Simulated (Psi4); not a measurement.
C$_{3}$H$_{4}$F$_{2}$: single-point calculation (part 3 of 3)

Continued. System: C$_{3}$H$_{4}$F$_{2}$. Method: DLPNO-MP2/cc-pVDZ, RHF (Psi4 1.11). A bond length was changed on purpose from its optimised value.

Geometry of the input (Å):
```
F  -2.3893  1.2129  -0.4432
C  -1.3748  0.4329  -0.8278
C  -0.3481  0.1613  -0.0433
C  -0.1785  0.6719  1.3404
F  1.0386  1.3281  1.4547
H  -1.5069  0.0580  -1.8359
H  1.0424  -1.0013  -0.7656
H  -0.1682  -0.1500  2.0637
H  -0.9706  1.3735  1.6079
```

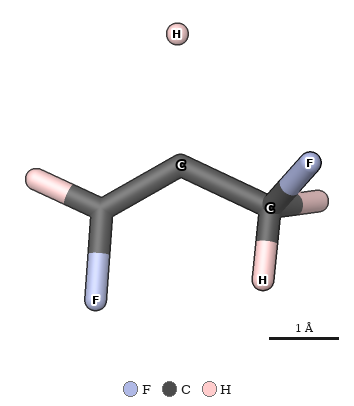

**Figure 1.** The input geometry (stick view, seen at a tilt). Sticks are drawn by distance; a stretched bond gets none, so the picture shows separate pieces.

The program's output, continued:
```
    @Boys  538   1.6654930020168212E+02   1.208746E-09
    @Boys  539   1.6654930046735745E+02   1.595175E-09
    @Boys  540   1.6654930067196835E+02   1.228531E-09
    @Boys  541   1.6654930085548057E+02   1.101849E-09
    @Boys  542   1.6654930103881134E+02   1.100760E-09
    @Boys  543   1.6654930116491187E+02   7.571364E-10
    @Boys  544   1.6654930136454050E+02   1.198616E-09
    @Boys  545   1.6654930149617724E+02   7.903770E-10
    @Boys  546   1.6654930167523523E+02   1.075105E-09
    @Boys  547   1.6654930180956967E+02   8.065746E-10
    @Boys  548   1.6654930199455885E+02   1.110717E-09
    @Boys  549   1.6654930213655791E+02   8.525948E-10
    @Boys  550   1.6654930224556094E+02   6.544790E-10
    @Boys  551   1.6654930240466376E+02   9.552897E-10
    @Boys  552   1.6654930252803263E+02   7.407348E-10
    @Boys  553   1.6654930268224666E+02   9.259362E-10
    @Boys  554   1.6654930284614457E+02   9.840804E-10
    @Boys  555   1.6654930298792266E+02   8.512680E-10
    @Boys  556   1.6654930316107934E+02   1.039672E-09
    @Boys  557   1.6654930326697880E+02   6.358445E-10
    @Boys  558   1.6654930337877627E+02   6.712575E-10
    @Boys  559   1.6654930351605853E+02   8.242740E-10
    @Boys  560   1.6654930361895205E+02   6.177962E-10
    @Boys  561   1.6654930375290107E+02   8.042604E-10
    @Boys  562   1.6654930383952609E+02   5.201164E-10
    @Boys  563   1.6654930395848334E+02   7.142464E-10
    @Boys  564   1.6654930408725164E+02   7.731543E-10
    @Boys  565   1.6654930418853698E+02   6.081403E-10
    @Boys  566   1.6654930429340288E+02   6.296388E-10
    @Boys  567   1.6654930436828676E+02   4.496198E-10
    @Boys  568   1.6654930444963531E+02   4.884353E-10
    @Boys  569   1.6654930456929461E+02   7.184617E-10
    @Boys  570   1.6654930466851573E+02   5.957463E-10
    @Boys  571   1.6654930476391181E+02   5.727798E-10
    @Boys  572   1.6654930487727543E+02   6.806611E-10
    @Boys  573   1.6654930495581561E+02   4.715732E-10
    @Boys  574   1.6654930503092336E+02   4.509641E-10
    @Boys  575   1.6654930511383452E+02   4.978175E-10
    @Boys  576   1.6654930522306489E+02   6.558440E-10
    @Boys  577   1.6654930531656646E+02   5.614047E-10
    @Boys  578   1.6654930538306036E+02   3.992445E-10
    @Boys  579   1.6654930544756024E+02   3.872720E-10
    @Boys  580   1.6654930553561650E+02   5.287098E-10
    @Boys  581   1.6654930560583171E+02   4.215881E-10
    @Boys  582   1.6654930568699695E+02   4.873346E-10
    @Boys  583   1.6654930574558409E+02   3.517706E-10
    @Boys  584   1.6654930583272238E+02   5.231982E-10
    @Boys  585   1.6654930591650952E+02   5.030771E-10
    @Boys  586   1.6654930596963206E+02   3.189598E-10
    @Boys  587   1.6654930603367973E+02   3.845568E-10
    @Boys  588   1.6654930610690127E+02   4.396388E-10
    @Boys  589   1.6654930617429451E+02   4.046444E-10
    @Boys  590   1.6654930625294844E+02   4.722561E-10
    @Boys  591   1.6654930630548759E+02   3.154570E-10
    @Boys  592   1.6654930635063653E+02   2.710845E-10
    @Boys  593   1.6654930642273240E+02   4.328801E-10
    @Boys  594   1.6654930649199144E+02   4.158471E-10
    @Boys  595   1.6654930654052575E+02   2.914110E-10
    @Boys  596   1.6654930659749431E+02   3.420522E-10
    @Boys  597   1.6654930665456502E+02   3.426655E-10
    @Boys  598   1.6654930669873534E+02   2.652087E-10
    @Boys  599   1.6654930675816661E+02   3.568389E-10
    @Boys  600   1.6654930679599968E+02   2.271584E-10
    @Boys  601   1.6654930685456517E+02   3.516406E-10
    @Boys  602   1.6654930689987191E+02   2.720320E-10
    @Boys  603   1.6654930694618753E+02   2.780895E-10
    @Boys  604   1.6654930698007323E+02   2.034575E-10
    @Boys  605   1.6654930702186385E+02   2.509205E-10
    @Boys  606   1.6654930707325565E+02   3.085680E-10
    @Boys  607   1.6654930710481096E+02   1.894653E-10
    @Boys  608   1.6654930714670706E+02   2.515537E-10
    @Boys  609   1.6654930717728234E+02   1.835809E-10
    @Boys  610   1.6654930722404822E+02   2.807930E-10
    @Boys  611   1.6654930727256070E+02   2.912800E-10
    @Boys  612   1.6654930730814900E+02   2.136803E-10
    @Boys  613   1.6654930734271875E+02   2.075647E-10
    @Boys  614   1.6654930737904712E+02   2.181238E-10
    @Boys  615   1.6654930742146507E+02   2.546871E-10
    @Boys  616   1.6654930745163711E+02   1.811598E-10
    @Boys  617   1.6654930747725550E+02   1.538187E-10
    @Boys  618   1.6654930751839251E+02   2.469960E-10
    @Boys  619   1.6654930754641651E+02   1.682625E-10
    @Boys  620   1.6654930757575380E+02   1.761478E-10
    @Boys  621   1.6654930761383329E+02   2.286379E-10
    @Boys  622   1.6654930764845506E+02   2.078770E-10
    @Boys  623   1.6654930768601872E+02   2.255408E-10
    @Boys  624   1.6654930771845213E+02   1.947376E-10
    @Boys  625   1.6654930775149194E+02   1.983786E-10
    @Boys  626   1.6654930778603136E+02   2.073826E-10
    @Boys  627   1.6654930781659596E+02   1.835168E-10
    @Boys  628   1.6654930785021827E+02   2.018760E-10
    @Boys  629   1.6654930788353295E+02   2.000289E-10
    @Boys  630   1.6654930791465225E+02   1.868474E-10
    @Boys  631   1.6654930794529298E+02   1.839740E-10
    @Boys  632   1.6654930797412842E+02   1.731346E-10
    @Boys  633   1.6654930799564156E+02   1.291697E-10
    @Boys  634   1.6654930802132873E+02   1.542316E-10
    @Boys  635   1.6654930803799289E+02   1.000554E-10
    @Boys  636   1.6654930806192192E+02   1.436754E-10
    @Boys  637   1.6654930808628146E+02   1.462602E-10
    @Boys  638   1.6654930810552816E+02   1.155616E-10
    @Boys  639   1.6654930812234173E+02   1.009525E-10
    @Boys  640   1.6654930814166391E+02   1.160148E-10
    @Boys  641   1.6654930816027090E+02   1.117206E-10
    @Boys  642   1.6654930817861992E+02   1.101717E-10
    @Boys  643   1.6654930820113225E+02   1.351691E-10
    @Boys  644   1.6654930821978093E+02   1.119709E-10
    @Boys  645   1.6654930823599679E+02   9.736374E-11
    @Boys  646   1.6654930825126519E+02   9.167494E-11
    @Boys  647   1.6654930826882526E+02   1.054347E-10
    @Boys  648   1.6654930828243886E+02   8.173916E-11
    @Boys  649   1.6654930830276214E+02   1.220256E-10
    @Boys  650   1.6654930831805729E+02   9.183552E-11
    @Boys  651   1.6654930833695454E+02   1.134634E-10
    @Boys  652   1.6654930835430679E+02   1.041869E-10
    @Boys  653   1.6654930837233721E+02   1.082587E-10
    @Boys  654   1.6654930838314414E+02   6.488726E-11
    @Boys  655   1.6654930839471538E+02   6.947639E-11
    @Boys  656   1.6654930840664210E+02   7.161072E-11
    @Boys  657   1.6654930841806672E+02   6.859601E-11
    @Boys  658   1.6654930842981901E+02   7.056344E-11
    @Boys  659   1.6654930844575159E+02   9.566287E-11
    @Boys  660   1.6654930845944801E+02   8.223644E-11
    @Boys  661   1.6654930846926234E+02   5.892747E-11
    @Boys  662   1.6654930848394261E+02   8.814367E-11
    @Boys  663   1.6654930850025531E+02   9.794515E-11
    @Boys  664   1.6654930851257097E+02   7.394607E-11
    @Boys  665   1.6654930852641306E+02   8.311102E-11
    @Boys  666   1.6654930853492397E+02   5.110144E-11
    @Boys  667   1.6654930854844150E+02   8.116236E-11
    @Boys  668   1.6654930855639640E+02   4.776300E-11
    @Boys  669   1.6654930857086606E+02   8.687915E-11
    @Boys  670   1.6654930858174373E+02   6.531201E-11
    @Boys  671   1.6654930859215460E+02   6.250925E-11
    @Boys  672   1.6654930860132498E+02   5.506104E-11
    @Boys  673   1.6654930861061484E+02   5.577845E-11
    @Boys  674   1.6654930862057697E+02   5.981485E-11
    @Boys  675   1.6654930863186632E+02   6.778388E-11
    @Boys  676   1.6654930864048396E+02   5.174223E-11
    @Boys  677   1.6654930865148017E+02   6.602379E-11
    @Boys  678   1.6654930865942842E+02   4.772307E-11
    @Boys  679   1.6654930866993416E+02   6.307888E-11
    @Boys  680   1.6654930867676123E+02   4.099125E-11
    @Boys  681   1.6654930868662353E+02   5.921552E-11
    @Boys  682   1.6654930869294594E+02   3.796119E-11
    @Boys  683   1.6654930870150847E+02   5.141134E-11
    @Boys  684   1.6654930871094214E+02   5.664195E-11
    @Boys  685   1.6654930871948528E+02   5.129496E-11
    @Boys  686   1.6654930872912371E+02   5.787131E-11
    @Boys  687   1.6654930873828846E+02   5.502725E-11
    @Boys  688   1.6654930874629349E+02   4.806403E-11
    @Boys  689   1.6654930875348799E+02   4.319742E-11
    @Boys  690   1.6654930876182334E+02   5.004733E-11
    @Boys  691   1.6654930876669852E+02   2.927167E-11
    @Boys  692   1.6654930877407642E+02   4.429863E-11
    @Boys  693   1.6654930877945625E+02   3.230174E-11
    @Boys  694   1.6654930878475153E+02   3.179405E-11
    @Boys  695   1.6654930878964331E+02   2.937133E-11
    @Boys  696   1.6654930879516471E+02   3.315175E-11
    @Boys  697   1.6654930880126381E+02   3.662039E-11
    @Boys  698   1.6654930880789644E+02   3.982384E-11
    @Boys  699   1.6654930881384530E+02   3.571833E-11
    @Boys  700   1.6654930881994545E+02   3.662670E-11
    @Boys  701   1.6654930882626172E+02   3.792433E-11
    @Boys  702   1.6654930883160011E+02   3.205293E-11
    @Boys  703   1.6654930883853586E+02   4.164382E-11
    @Boys  704   1.6654930884268967E+02   2.494039E-11
    @Boys  705   1.6654930884792986E+02   3.146333E-11
    @Boys  706   1.6654930885203240E+02   2.463253E-11
    @Boys  707   1.6654930885702635E+02   2.998481E-11
    @Boys  708   1.6654930886216994E+02   3.088329E-11
    @Boys  709   1.6654930886560260E+02   2.061048E-11
    @Boys  710   1.6654930886982754E+02   2.536753E-11
    @Boys  711   1.6654930887369460E+02   2.321870E-11
    @Boys  712   1.6654930887864910E+02   2.974795E-11
    @Boys  713   1.6654930888350543E+02   2.915853E-11
    @Boys  714   1.6654930888684660E+02   2.006115E-11
    @Boys  715   1.6654930889146584E+02   2.773496E-11
    @Boys  716   1.6654930889477507E+02   1.986934E-11
    @Boys  717   1.6654930889942642E+02   2.792779E-11
    @Boys  718   1.6654930890352767E+02   2.462486E-11
    @Boys  719   1.6654930890694959E+02   2.054597E-11
    @Boys  720   1.6654930890949129E+02   1.526093E-11
    @Boys  721   1.6654930891277476E+02   1.971473E-11
    @Boys  722   1.6654930891588538E+02   1.867684E-11
    @Boys  723   1.6654930891950704E+02   2.174530E-11
    @Boys  724   1.6654930892356879E+02   2.438765E-11
    @Boys  725   1.6654930892670365E+02   1.882240E-11
    @Boys  726   1.6654930893043877E+02   2.242654E-11
    @Boys  727   1.6654930893416878E+02   2.239582E-11
    @Boys  728   1.6654930893718898E+02   1.813400E-11
    @Boys  729   1.6654930894083077E+02   2.186612E-11
    @Boys  730   1.6654930894419869E+02   2.022173E-11
    @Boys  731   1.6654930894629854E+02   1.260799E-11
    @Boys  732   1.6654930894836178E+02   1.238820E-11
    @Boys  733   1.6654930895141894E+02   1.835584E-11
    @Boys  734   1.6654930895332237E+02   1.142863E-11
    @Boys  735   1.6654930895603545E+02   1.628995E-11
    @Boys  736   1.6654930895884894E+02   1.689286E-11
    @Boys  737   1.6654930896180062E+02   1.772256E-11
    @Boys  738   1.6654930896426038E+02   1.476894E-11
    @Boys  739   1.6654930896599944E+02   1.044176E-11
    @Boys  740   1.6654930896826889E+02   1.362627E-11
    @Boys  741   1.6654930896979801E+02   9.181163E-12
    @Boys  742   1.6654930897228991E+02   1.496195E-11
    @Boys  743   1.6654930897401306E+02   1.034619E-11
    @Boys  744   1.6654930897616325E+02   1.291022E-11
    @Boys  745   1.6654930897767707E+02   9.089353E-12
    @Boys  746   1.6654930898000919E+02   1.400255E-11
    @Boys  747   1.6654930898244231E+02   1.460904E-11
    @Boys  748   1.6654930898392990E+02   8.931843E-12
    @Boys  749   1.6654930898533920E+02   8.461701E-12
    @Boys  750   1.6654930898688491E+02   9.280823E-12
    @Boys  751   1.6654930898834198E+02   8.748564E-12
    @Boys  752   1.6654930898964676E+02   7.834219E-12
    @Boys  753   1.6654930899163958E+02   1.196532E-11
    @Boys  754   1.6654930899361960E+02   1.188853E-11
    @Boys  755   1.6654930899518033E+02   9.370926E-12
    @Boys  756   1.6654930899650458E+02   7.951115E-12
    @Boys  757   1.6654930899780771E+02   7.824322E-12
    @Boys  758   1.6654930899909260E+02   7.714764E-12
    @Boys  759   1.6654930900037141E+02   7.678245E-12
    @Boys  760   1.6654930900158161E+02   7.266295E-12
    @Boys  761   1.6654930900263375E+02   6.317308E-12
    @Boys  762   1.6654930900444884E+02   1.089825E-11
    @Boys  763   1.6654930900557468E+02   6.759804E-12
    @Boys  764   1.6654930900720220E+02   9.771955E-12
    @Boys  765   1.6654930900826687E+02   6.392565E-12
    @Boys  766   1.6654930900928241E+02   6.097510E-12
    @Boys  767   1.6654930901043585E+02   6.925506E-12
    @Boys  768   1.6654930901186083E+02   8.555900E-12
    @Boys  769   1.6654930901330803E+02   8.689349E-12
    @Boys  770   1.6654930901414372E+02   5.017634E-12
    @Boys  771   1.6654930901539888E+02   7.536264E-12
    @Boys  772   1.6654930901653381E+02   6.814413E-12
    @Boys  773   1.6654930901767531E+02   6.853833E-12
    @Boys  774   1.6654930901864000E+02   5.792217E-12
    @Boys  775   1.6654930901975823E+02   6.714070E-12
    @Boys  776   1.6654930902057123E+02   4.881455E-12
    @Boys  777   1.6654930902179669E+02   7.357934E-12
    @Boys  778   1.6654930902285301E+02   6.342393E-12
    @Boys  779   1.6654930902386792E+02   6.093756E-12
    @Boys  780   1.6654930902466248E+02   4.770703E-12
    @Boys  781   1.6654930902558186E+02   5.520200E-12
    @Boys  782   1.6654930902649193E+02   5.464226E-12
    @Boys  783   1.6654930902712988E+02   3.830419E-12
    @Boys  784   1.6654930902810241E+02   5.839316E-12
    @Boys  785   1.6654930902881404E+02   4.272745E-12
    @Boys  786   1.6654930902962030E+02   4.841011E-12
    @Boys  787   1.6654930903047315E+02   5.120707E-12
    @Boys  788   1.6654930903146450E+02   5.952287E-12
    @Boys  789   1.6654930903210777E+02   3.862331E-12
    @Boys  790   1.6654930903297091E+02   5.182483E-12
    @Boys  791   1.6654930903363285E+02   3.974448E-12
    @Boys  792   1.6654930903443602E+02   4.822410E-12
    @Boys  793   1.6654930903494756E+02   3.071366E-12
    @Boys  794   1.6654930903567720E+02   4.380938E-12
    @Boys  795   1.6654930903646516E+02   4.731112E-12
    @Boys  796   1.6654930903693543E+02   2.823582E-12
    @Boys  797   1.6654930903751378E+02   3.472565E-12
    @Boys  798   1.6654930903826408E+02   4.505000E-12
    @Boys  799   1.6654930903893936E+02   4.054483E-12
    @Boys  800   1.6654930903944427E+02   3.031605E-12
    @Boys  801   1.6654930904014157E+02   4.186737E-12
    @Boys  802   1.6654930904069539E+02   3.325294E-12
    @Boys  803   1.6654930904123907E+02   3.264372E-12
    @Boys  804   1.6654930904186972E+02   3.786562E-12
    @Boys  805   1.6654930904254104E+02   4.030763E-12
    @Boys  806   1.6654930904310234E+02   3.370175E-12
    @Boys  807   1.6654930904369286E+02   3.545604E-12
    @Boys  808   1.6654930904424697E+02   3.327001E-12
    @Boys  809   1.6654930904460824E+02   2.169137E-12
    @Boys  810   1.6654930904516860E+02   3.364544E-12
    @Boys  811   1.6654930904567789E+02   3.057885E-12
    @Boys  812   1.6654930904620699E+02   3.176828E-12
    @Boys  813   1.6654930904665574E+02   2.694399E-12
    @Boys  814   1.6654930904709249E+02   2.622385E-12
    @Boys  815   1.6654930904758118E+02   2.934163E-12
    @Boys  816   1.6654930904794801E+02   2.202585E-12
    @Boys  817   1.6654930904831392E+02   2.196953E-12
    @Boys  818   1.6654930904860652E+02   1.756846E-12
    @Boys  819   1.6654930904888033E+02   1.644046E-12
    @Boys  820   1.6654930904921616E+02   2.016405E-12
    @Boys  821   1.6654930904961867E+02   2.416751E-12
    @Boys  822   1.6654930904990869E+02   1.741317E-12
    @Boys  823   1.6654930905023406E+02   1.953606E-12
    @Boys  824   1.6654930905049258E+02   1.552236E-12
    @Boys  825   1.6654930905095665E+02   2.786380E-12
    @Boys  826   1.6654930905123317E+02   1.660258E-12
    @Boys  827   1.6654930905156613E+02   1.999170E-12
    @Boys  828   1.6654930905188672E+02   1.924937E-12
    @Boys  829   1.6654930905220212E+02   1.893708E-12
    @Boys  830   1.6654930905255404E+02   2.112993E-12
    @Boys  831   1.6654930905294103E+02   2.323576E-12
    @Boys  832   1.6654930905329371E+02   2.117601E-12
    @Boys  833   1.6654930905358717E+02   1.761966E-12
    @Boys  834   1.6654930905393132E+02   2.066406E-12
    @Boys  835   1.6654930905419693E+02   1.594728E-12
    @Boys  836   1.6654930905438709E+02   1.141822E-12
    @Boys  837   1.6654930905469047E+02   1.821523E-12
    @Boys  838   1.6654930905489698E+02   1.239946E-12
    @Boys  839   1.6654930905519223E+02   1.772717E-12
    @Boys  840   1.6654930905538748E+02   1.172368E-12
    @Boys  841   1.6654930905563035E+02   1.458208E-12
    @Boys  842   1.6654930905585834E+02   1.368958E-12
    @Boys  843   1.6654930905614006E+02   1.691487E-12
    @Boys  844   1.6654930905633046E+02   1.143187E-12
    @Boys  845   1.6654930905657866E+02   1.490290E-12
    @Boys  846   1.6654930905678253E+02   1.224075E-12
    @Boys  847   1.6654930905705484E+02   1.635002E-12
    @Boys  848   1.6654930905722586E+02   1.026804E-12
    @Boys  849   1.6654930905748336E+02   1.546093E-12
    @Boys  850   1.6654930905771414E+02   1.385681E-12
    @Boys  851   1.6654930905792679E+02   1.276806E-12
    @Boys  852   1.6654930905814928E+02   1.335851E-12
    @Boys  853   1.6654930905828070E+02   7.890875E-13

    Boys Localizer converged.

  ==> Forming Local MO Domains <==

    Auxiliary BFs per Local MO:
      Average =  225 AUX BFs (5 atoms)
      Min     =  112 AUX BFs (2 atoms)
      Max     =  336 AUX BFs (9 atoms)

    Projected AOs per Local MO:
      Average =   77 PAOs (7 atoms)
      Min     =   66 PAOs (6 atoms)
      Max     =   90 PAOs (9 atoms)

    Local MOs per Local MO:
      Average =   15 LMOs
      Min     =   15 LMOs
      Max     =   15 LMOs

    Screened 0 of 225 LMO pairs (0.00 %)
             0 pairs met overlap criteria
             15 pairs met energy criteria

    Screened LMO pair energy =  0.000000000000

  ==> Merging LMO Domains into LMO Pair Domains <==

    Auxiliary BFs per Local MO pair:
      Average =  287 AUX BFs (6 atoms)
      Min     =  112 AUX BFs (2 atoms)
      Max     =  336 AUX BFs (9 atoms)

    Local MOs per Local MO pair:
      Average =   15 LMOs
      Min     =   15 LMOs
      Max     =   15 LMOs

    Projected AOs per Local MO pair:
      Average =   86 PAOs (8 atoms)
      Min     =   66 PAOs (6 atoms)
      Max     =   90 PAOs (9 atoms)

    Coefficient sparsity in AO -> LMO transform:   0.00 %
    Coefficient sparsity in AO -> PAO transform:   0.00 %
    Coefficient sparsity in combined transforms:   0.00 %

    Storing transformed LMO/PAO integrals in sparse format.
    Required memory: 0.003 GiB (0.00 % reduction from dense format)

  ==> Transforming 3-Index Integrals to LMO/PAO basis <==

  ==> Forming Pair Natural Orbitals <==

    Natural Orbitals per Local MO pair:
      Avg:  43 NOs
      Min:  10 NOs
      Max:  70 NOs

    PNO truncation energy = -0.000020866412

  ==> Local MP2 <==

    E_CONVERGENCE = 1.00e-06
    R_CONVERGENCE = 1.00e-06

                     Corr. Energy    Delta E     Max R
  @LMP2 iter   0:  -0.774496705444 -7.745e-01  9.206e-04
  @LMP2 iter   1:  -0.785112043917 -1.062e-02  3.548e-04
  @LMP2 iter   2:  -0.785654879885 -5.428e-04  7.033e-05
  @LMP2 iter   3:  -0.785714925524 -6.005e-05  2.075e-05
  @LMP2 iter   4:  -0.785718895290 -3.970e-06  4.991e-06
  @LMP2 iter   5:  -0.785719196123 -3.008e-07  1.105e-06
  @LMP2 iter   6:  -0.785719210783 -1.466e-08  2.621e-07

  Total DLPNO-MP2 Correlation Energy:  -0.785740077195
    MP2 Correlation Energy:            -0.785719210783
    LMO Truncation Correction:          0.000000000000
    PNO Truncation Correction:         -0.000020866412

	total time  =          2 seconds =       0.03 minutes

    Psi4 run time: 0:00:02.63
```

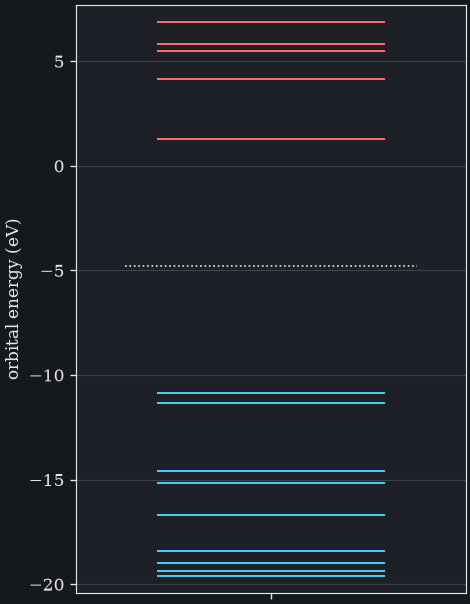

**Figure 2.** Orbital energies near the frontier (SCF reference); the dotted line parts filled from empty levels, and levels within 0.02 eV of each other stand side by side. Highest filled −10.87 eV, lowest empty 1.27 eV, 12.14 eV apart.

Summary:

| quantity | value |
| --- | --- |
| outcome | converged |
| total energy | −315.419835 hartree |
| SCF energy | −314.634095 hartree |
| MP2 energy | −315.419835 hartree |
| correlation energy | −0.785740 hartree |
| basis functions | 90 |
| HOMO of the SCF reference | −10.87 eV |
| LUMO of the SCF reference | 1.27 eV |
| hardware | 1 thread of Intel Xeon (Sapphire Rapids), 16 GiB of memory available, shared host |
| wall time | 3.6 s |
| peak memory | 0.32 GiB |
